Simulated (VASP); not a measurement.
## A VASP study of TiSiPb (PBE + D4): structure first, properties next

Aim: relax TiSiPb, then compute properties on the relaxed cell. The steps: rough relaxation of the start cell, full relaxation (PBE + D4), density, ELF and potential (PBE + D4), band structure (PBE + D4), density of states (PBE + D4), volume scan with PBE + D4, fit for PBE + D4, electric field gradients (PBE + D4), vibrations at Γ (PBE + D4) and band structure (PBE + D4), changed input. The cell is invented: it takes the structure of a Materials Project entry for SrSiGe (space group 187 there), with some of its atoms replaced by other elements, volume scaled by an estimate. It may not be a known or stable phase.

Program: VASP 6.6.1. Level of theory: PBE with D4; plane waves and PAW (Pb_d, Ti_sv, Si); invented cell. Results are calculated unless marked as measured.

### Step 1. The structure

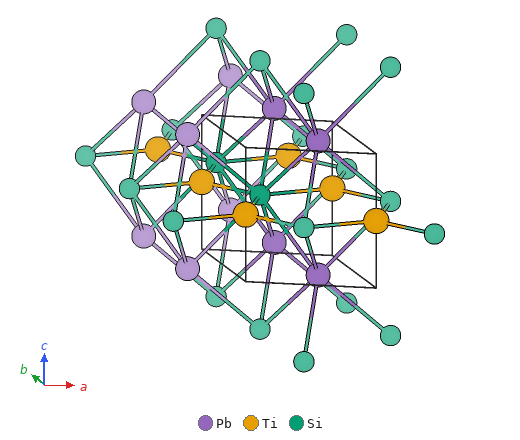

The starting structure, seen slightly off an axis (lead purple, titanium orange, silicon teal). 1×2×1 cells are drawn. Some periodic images of atoms are drawn too.

As a file:

```
Pb Ti Si
1.0
     4.19930    0.00000    0.00000
    -2.09965    3.63670    0.00000
     0.00000    0.00000    4.39047
Pb Ti Si
1 1 1
Cartesian
  2.0997 1.2122 0.0000
  0.0000 0.0000 2.1952
  0.0000 2.4245 2.1952
```

### Step 2. Rough relaxation of the start cell

The start is only an estimate, so a cheap relaxation brings it near a minimum before any careful run. PBE, the usual starting point, adds the gradient of the density. A dispersion term adds the long-range attraction that semilocal functionals lack. D4 lets the coefficients depend on atomic charges too.

INCAR

```
SYSTEM = TiSiPb
PREC = Normal
ENCUT = 400
EDIFF = 1E-05
NELM = 60
ISMEAR = 1
SIGMA = 0.2
LREAL = .FALSE.
ALGO = Fast
GGA = PE
IVDW = 13
NBANDS = 21
LORBIT = 11
LWAVE = .FALSE.
LCHARG = .FALSE.
IBRION = 2
NSW = 40
ISIF = 3
EDIFFG = -0.04
```

POSCAR

```
TiSiPb
1.0
    4.1993000000      0.0000000000      0.0000000000
   -2.0996500000      3.6367000000      0.0000000000
    0.0000000000      0.0000000000      4.3904700000
Pb Ti Si
1 1 1
Direct
    0.6666666700      0.3333333300      0.0000000000
    0.0000000000      0.0000000000      0.5000000000
    0.3333333300      0.6666666700      0.5000000000
```

KPOINTS

```
Automatic mesh
0
Gamma
5 5 4
0 0 0
```

The projector-augmented-wave data sets are Pb_d, Ti_sv and Si (PBE family, release 64).

The run is started by

```
> mpirun -np 1 vasp_std
```

What it wrote:

```text
[banner, memory and clock lines left out]
running    1 mpi-ranks, on    1 nodes
 distrk:  each k-point on    1 cores,    1 groups
 distr:  one band on    1 cores,    1 groups

 POSCAR found type information on POSCAR PbTiSi
 POSCAR found :  3 types and       3 ions
 LDA part: xc-table for (Slater+PW92), standard interpolation
 POSCAR, INCAR and KPOINTS ok, starting setup
 FFT: planning ... GRIDC
 FFT: planning ... GRID_SOFT
 FFT: planning ... GRID
 WAVECAR not read
 entering main loop
       N       E                     dE             d eps       ncg     rms          rms(c)
DAV:   1     0.282678899789E+03    0.28268E+03   -0.13155E+04   630   0.136E+03
DAV:   2     0.807377930918E+01   -0.27461E+03   -0.26720E+03   640   0.403E+02
DAV:   3    -0.159821884852E+02   -0.24056E+02   -0.23533E+02  1080   0.122E+02
DAV:   4    -0.180370980140E+02   -0.20549E+01   -0.20282E+01   899   0.242E+01
DAV:   5    -0.181638004581E+02   -0.12670E+00   -0.12667E+00   915   0.534E+00    0.103E+01
RMM:   6    -0.166580943500E+02    0.15057E+01   -0.14872E+01   730   0.237E+01    0.541E+00
RMM:   7    -0.158979059213E+02    0.76019E+00   -0.18843E+00   719   0.120E+01    0.222E+00
RMM:   8    -0.159144622067E+02   -0.16556E-01   -0.65679E-01   838   0.448E+00    0.101E+00
RMM:   9    -0.159226723962E+02   -0.82102E-02   -0.17681E-01   841   0.334E+00    0.344E-01
RMM:  10    -0.159328568717E+02   -0.10184E-01   -0.12302E-01   881   0.164E+00    0.275E-01
RMM:  11    -0.159366593758E+02   -0.38025E-02   -0.48080E-02   921   0.107E+00    0.260E-01
RMM:  12    -0.159389328999E+02   -0.22735E-02   -0.27480E-02   903   0.702E-01    0.955E-02
RMM:  13    -0.159401237845E+02   -0.11909E-02   -0.14691E-02   874   0.445E-01    0.670E-02
RMM:  14    -0.159406341649E+02   -0.51038E-03   -0.64646E-03   798   0.334E-01    0.118E-02
RMM:  15    -0.159410692180E+02   -0.43505E-03   -0.49902E-03   720   0.222E-01    0.390E-02
RMM:  16    -0.159412543803E+02   -0.18516E-03   -0.22856E-03   723   0.169E-01    0.250E-02
RMM:  17    -0.159413923086E+02   -0.13793E-03   -0.16393E-03   685   0.128E-01    0.107E-02
RMM:  18    -0.159414724159E+02   -0.80107E-04   -0.95459E-04   618   0.970E-02    0.101E-02
RMM:  19    -0.159415296979E+02   -0.57282E-04   -0.66588E-04   562   0.739E-02    0.199E-02
RMM:  20    -0.159415664592E+02   -0.36761E-04   -0.43196E-04   557   0.576E-02    0.308E-02
RMM:  21    -0.159415912160E+02   -0.24757E-04   -0.29345E-04   495   0.474E-02    0.337E-02
RMM:  22    -0.159416092035E+02   -0.17987E-04   -0.20912E-04   449   0.394E-02    0.379E-02
RMM:  23    -0.159416216670E+02   -0.12464E-04   -0.15071E-04   448   0.356E-02    0.402E-02
RMM:  24    -0.159416291597E+02   -0.74927E-05   -0.94328E-05   421   0.294E-02
   1 F= -.16931935E+02 E0= -.16927963E+02  d E =-.169319E+02
 curvature:   0.00 expect dE= 0.000E+00 dE for cont linesearch  0.000E+00
 trial: gam= 0.00000 g(F)=  0.186E-43 g(S)=  0.157E+00 ort = 0.000E+00 (trialstep = 0.100E+01)
 search vector abs. value=  0.157E+00
 bond charge predicted
       N       E                     dE             d eps       ncg     rms          rms(c)
DAV:   1    -0.165457717347E+02   -0.60415E+00   -0.22152E+01   720   0.509E+01    0.467E+00
RMM:   2    -0.162373373445E+02    0.30843E+00   -0.11360E+00   714   0.918E+00    0.271E+00
RMM:   3    -0.161236034876E+02    0.11373E+00   -0.29331E-01   732   0.547E+00    0.172E+00
RMM:   4    -0.160586174855E+02    0.64986E-01   -0.13184E-01   786   0.318E+00    0.335E-01
RMM:   5    -0.160585462879E+02    0.71198E-04   -0.49327E-02   884   0.167E+00    0.186E-01
RMM:   6    -0.160599250000E+02   -0.13787E-02   -0.24828E-02   931   0.956E-01    0.128E-01
RMM:   7    -0.160611679688E+02   -0.12430E-02   -0.13941E-02   919   0.546E-01    0.191E-01
RMM:   8    -0.160613835556E+02   -0.21559E-03   -0.51023E-03   829   0.423E-01    0.131E-01
RMM:   9    -0.160618530808E+02   -0.46953E-03   -0.50668E-03   814   0.250E-01    0.156E-01
RMM:  10    -0.160620099772E+02   -0.15690E-03   -0.17865E-03   761   0.182E-01    0.164E-01
RMM:  11    -0.160621356492E+02   -0.12567E-03   -0.15775E-03   709   0.126E-01    0.163E-01
RMM:  12    -0.160621601363E+02   -0.24487E-04   -0.62034E-04   660   0.960E-02    0.154E-01
RMM:  13    -0.160621930751E+02   -0.32939E-04   -0.60555E-04   601   0.800E-02    0.133E-01
RMM:  14    -0.160622032920E+02   -0.10217E-04   -0.26630E-04   574   0.665E-02    0.124E-01
RMM:  15    -0.160622089261E+02   -0.56342E-05   -0.23895E-04   566   0.616E-02    0.107E-01
RMM:  16    -0.160621889252E+02    0.20001E-04   -0.20420E-04   693   0.912E-02    0.392E-02
RMM:  17    -0.160621932457E+02   -0.43205E-05   -0.93822E-05   536   0.455E-02
   2 F= -.17063291E+02 E0= -.17061374E+02  d E =-.131357E+00
[...]
3 F= -.17150568E+02 E0= -.17152885E+02  d E =-.218634E+00
[...]
4 F= -.17156872E+02 E0= -.17158101E+02  d E =-.630371E-02
 trial-energy change:   -0.006304  1 .order   -0.004930   -0.076025    0.066164
 step:   0.6896(harm=  0.6715)  dis= 0.00000  next Energy=   -17.171665 (dE=-0.211E-01)
 bond charge predicted
       N       E                     dE             d eps       ncg     rms          rms(c)
DAV:   1    -0.165802565706E+02   -0.51693E+00   -0.11172E+01   802   0.501E+01    0.530E+00
RMM:   2    -0.163938154708E+02    0.18644E+00   -0.20315E+00   690   0.157E+01    0.301E+00
RMM:   3    -0.161180994245E+02    0.27572E+00   -0.37586E-01   714   0.651E+00    0.897E-01
RMM:   4    -0.161038192460E+02    0.14280E-01   -0.15313E-01   798   0.386E+00    0.254E-01
RMM:   5    -0.161074735817E+02   -0.36543E-02   -0.56636E-02   838   0.179E+00    0.196E-01
RMM:   6    -0.161093296680E+02   -0.18561E-02   -0.19262E-02   959   0.911E-01    0.220E-01
RMM:   7    -0.161103382597E+02   -0.10086E-02   -0.11260E-02   947   0.476E-01    0.249E-01
RMM:   8    -0.161116169919E+02   -0.12787E-02   -0.75349E-03   778   0.502E-01    0.271E-01
RMM:   9    -0.161132847719E+02   -0.16678E-02   -0.87791E-03   841   0.620E-01    0.512E-01
RMM:  10    -0.161151724032E+02   -0.18876E-02   -0.60464E-03   839   0.518E-01    0.825E-01
RMM:  11    -0.161126227964E+02    0.25496E-02   -0.75439E-03   831   0.933E-01    0.190E-01
RMM:  12    -0.161129578806E+02   -0.33508E-03   -0.43469E-03   801   0.592E-01    0.220E-01
RMM:  13    -0.161129337193E+02    0.24161E-04   -0.57952E-04   870   0.186E-01    0.221E-01
RMM:  14    -0.161129679626E+02   -0.34243E-04   -0.57390E-04   731   0.100E-01    0.237E-01
RMM:  15    -0.161127792818E+02    0.18868E-03   -0.58745E-04   789   0.230E-01    0.106E-01
RMM:  16    -0.161127659446E+02    0.13337E-04   -0.47892E-04   804   0.177E-01    0.115E-02
RMM:  17    -0.161127790346E+02   -0.13090E-04   -0.15434E-04   624   0.604E-02    0.221E-02
RMM:  18    -0.161127868567E+02   -0.78221E-05   -0.10377E-04   518   0.394E-02    0.210E-02
RMM:  19    -0.161127923448E+02   -0.54882E-05   -0.70064E-05   470   0.332E-02
   5 F= -.17171718E+02 E0= -.17173571E+02  d E =-.211493E-01
 curvature:  -0.46 expect dE=-0.574E-05 dE for cont linesearch -0.108E-05
 trial: gam= 0.00134 g(F)=  0.154E-43 g(S)=  0.126E-04 ort = 0.442E-03 (trialstep = 0.114E+01)
 search vector abs. value=  0.139E-04
 reached required accuracy - stopping structural energy minimisation
```

The job ended after 63 s (1 MPI rank of AMD EPYC 7R43, shared host; peak memory 0.12 GiB).

Lines that name or quote the potential files are left out of all logs, and their timing lines are given in words.

From OUTCAR (step 2):

```text
ion  position               nearest neighbor table
   1  0.667  0.333  0.000-   3 3.27   3 3.27   2 3.27   2 3.27   3 3.27   3 3.27   2 3.27   2 3.27
                             2 3.27   2 3.27   3 3.27   3 3.27
   2  0.000  0.000  0.500-   3 2.42   3 2.42   3 2.42   1 3.27   1 3.27   1 3.27   1 3.27   1 3.27
                             1 3.27
   3  0.333  0.667  0.500-   2 2.42   2 2.42   2 2.42   1 3.27   1 3.27   1 3.27   1 3.27   1 3.27
                             1 3.27

  LATTYP: Found a hexagonal cell.
 ALAT       =     4.1993000000
 C/A-ratio  =     1.0455242540

 Subroutine GETGRP returns: Found 12 space group operations
 (whereof 12 operations were pure point group operations)

The static configuration has the point symmetry D_3h.

 Found     15 irreducible k-points:

   k-points           NKPTS =     15   k-points in BZ     NKDIM =     15   number of bands    NBANDS=     21

   dimension x,y,z NGX =    24 NGY =   24 NGZ =   24
   dimension x,y,z NGXF=    48 NGYF=   48 NGZF=   48

   ENCUT  =  400.0 eV  29.40 Ry    5.42 a.u.   6.85  6.85  7.16*2*pi/ulx,y,z

   NELECT =      30.0000    total number of electrons

 k-points in reciprocal lattice and weights: Automatic mesh
   0.00000000  0.00000000  0.00000000       0.010
   0.20000000  0.00000000  0.00000000       0.060
   0.40000000  0.00000000  0.00000000       0.060
   0.20000000  0.20000000  0.00000000       0.060
   0.40000000  0.20000000  0.00000000       0.060
   0.00000000  0.00000000  0.25000000       0.020
   0.20000000  0.00000000  0.25000000       0.120
   0.40000000  0.00000000  0.25000000       0.120
   0.20000000  0.20000000  0.25000000       0.120
[...]
0.20000000  0.20000000  0.50000000       0.060
   0.40000000  0.20000000  0.50000000       0.060

 average (electrostatic) potential at core
       1 -89.2331       2 -72.9517       3 -80.9721

 E-fermi :   7.9308

 k-point     1 :       0.0000    0.0000    0.0000
  band No.  band energies     occupation
    ...
     10      -3.3061      2.00000
     11       3.8576      2.00000
     12       5.3463      2.00000
     13       5.3463      2.00000
     14       7.1546      2.00000
     15       8.3048     -0.02376
     16       8.9712     -0.00000
     17       8.9712     -0.00000
     18       9.9099     -0.00000
     19       9.9099     -0.00000
    ...

 k-point     2 :       0.2000    0.0000    0.0000
  band No.  band energies     occupation
    ...
     11       2.5253      2.00000
     12       5.4425      2.00000
     13       6.1367      2.00000
     14       7.0544      2.00000
     15       7.6947      2.07027
     16       8.9417     -0.00000
     17       9.1580     -0.00000
     18       9.4692     -0.00000
     19       9.5878     -0.00000
     20      12.4131      0.00000
    ...

 k-point     3 :       0.4000    0.0000    0.0000
  band No.  band energies     occupation
    ...
     11       0.6467      2.00000
     12       5.6055      2.00000
     13       6.0142      2.00000
     14       7.0476      2.00000
     15       7.4155      2.00164
     16       8.4328     -0.00221
     17       8.8954     -0.00000
     18       9.7618     -0.00000
     19      10.5362     -0.00000
     20      12.3564      0.00000
    ...

  DFT-D4 for vdW energy calculation

  Edisp (eV):   -1.05893

  Total       0.01096     0.01096    -0.02329     0.00000    -0.00000     0.00000
  in kB       0.28165     0.28165    -0.59874     0.00000    -0.00000     0.00000
  external pressure =       -0.01 kB  Pullay stress =        0.00 kB

  energy-cutoff  :      400.00
  volume of cell :       62.33
      direct lattice vectors                 reciprocal lattice vectors
     4.317694708  0.000000000  0.000000000     0.231605073  0.133717270 -0.000000000
    -2.158847354  3.739232785 -0.000000000     0.000000000  0.267434540 -0.000000000
     0.000000000  0.000000000  3.860603555    -0.000000000  0.000000000  0.259026856

 POSITION                                       TOTAL-FORCE (eV/Angst)
 -----------------------------------------------------------------------------------
      2.15885      1.24641      0.00000        -0.000000      0.000000      0.000000
      0.00000      0.00000      1.93030         0.000000      0.000000      0.000000
     -0.00000      2.49282      1.93030         0.000000     -0.000000     -0.000000
 -----------------------------------------------------------------------------------
    total drift:                               -0.000015      0.000009      0.000000

  FREE ENERGIE OF THE ION-ELECTRON SYSTEM (eV)
  ---------------------------------------------------
  free  energy   TOTEN  =       -17.1717175420 eV

  energy  without entropy=      -17.1772769657  energy(sigma->0) =      -17.17357068

 reached required accuracy - stopping structural energy minimisation

 total charge
# of ion       s       p       d       tot
------------------------------------------
    1        1.311   0.881   9.825  12.016
    2        2.195   6.090   1.986  10.271
    3        0.824   0.863   0.000   1.687
--------------------------------------------------
tot          4.330   7.834  11.810  23.974

[... 3 further parts left out ...]
```

CONTCAR:

```
TiSiPb
   1.00000000000000
     4.3176947077063375    0.0000000000000000    0.0000000000000000
    -2.1588473538531687    3.7392327853793490   -0.0000000000000000
     0.0000000000000000    0.0000000000000000    3.8606035550384155
  Pb              Ti              Si
     1     1     1
Direct
     0.6666666699999979    0.3333333300000021    0.0000000000000000
     0.0000000000000000    0.0000000000000000    0.5000000000000000
     0.3333333300000021    0.6666666699999979    0.5000000000000000
```

The k-mesh is coarse for a metal. This relaxation is a rough one on cheap settings, only to bring the start near its minimum. Dispersion corrections of this kind ignore metallic screening and tend to overbind metals. The run keeps the 12 symmetry operations of its start, so it cannot find a distortion of lower symmetry.

The steps of the relaxation:

```tsv
step	energy less that of the first step (eV)	largest force (eV/Å)	pressure (GPa)	volume (Å³)
1	0.0000	0.0000	-0.57	67.05
2	-0.1314	0.0000	-1.65	66.20
3	-0.2186	0.0000	-2.73	64.87
4	-0.2249	0.0000	2.46	60.29
5	-0.2398	0.0000	0.00	62.33
```

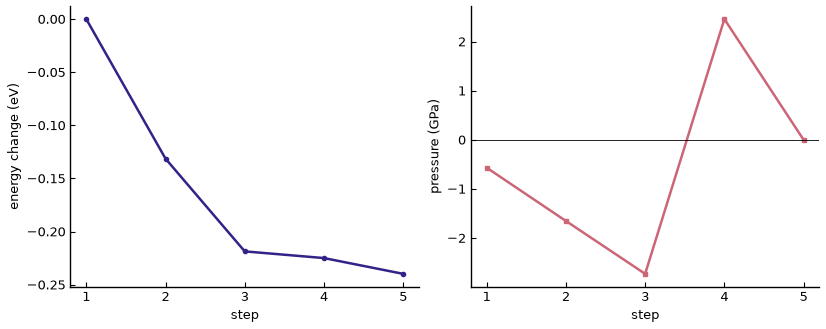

Energy and pressure along the relaxation.

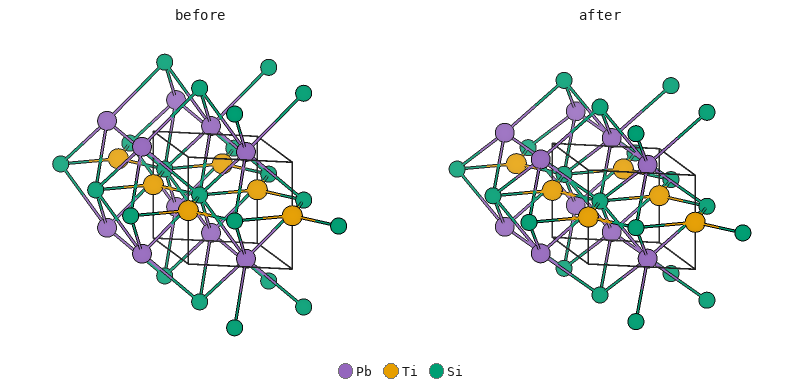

Before and after, at one scale.

```tsv
cell as run	before	after	change
a (Å)	4.199	4.318	+2.8 %
b (Å)	4.199	4.318	+2.8 %
c (Å)	4.390	3.861	-12.1 %
volume (Å³/atom)	22.35	20.78	-7.0 %
```

Final coordinates:

```xyz
3
Lattice="4.3177 0.0000 0.0000 -2.1588 3.7392 0.0000 0.0000 0.0000 3.8606" Properties=species:S:1:pos:R:3 pbc="T T T"
Pb    2.1588    1.2464    0.0000
Ti    0.0000    0.0000    1.9303
Si    0.0000    2.4928    1.9303
```

This step gave:

| Item | Value |
| --- | --- |
| electrons | 30 |
| bands | 21 |
| irreducible k-points | 15 |
| symmetry operations | 12 |
| free energy (TOTEN) | -17.17 eV |
| energy at zero smearing | -17.17 eV |
| Fermi energy | 7.931 eV |
| pressure | -0.001181 GPa |
| metallic | yes |
| SCF cycles over all ionic steps | 102 |

It ends with forces that vanish by symmetry and a pressure of 0.00 GPa.

[end of part 1 of 6]

[Lines on the potential files, build, host, timing and source positions are cut from VASP's logs without a mark.]

[Logs are printed without paths, hosts, clocks, repeated set-up lines and the standing remarks that a program may print on its own settings, such as how far it seeks lower states.]

[Hosts, paths, dates, database ids (printed as entryN), source tags and the programs' standing remarks are cut or masked in the printed files.]

[A measured line is paired with the nearest computed mode of its activity, which favours agreement.]

[In band tables of VASP the shares of atoms and orbitals are scaled to a sum of 1 inside the atoms' spheres.]
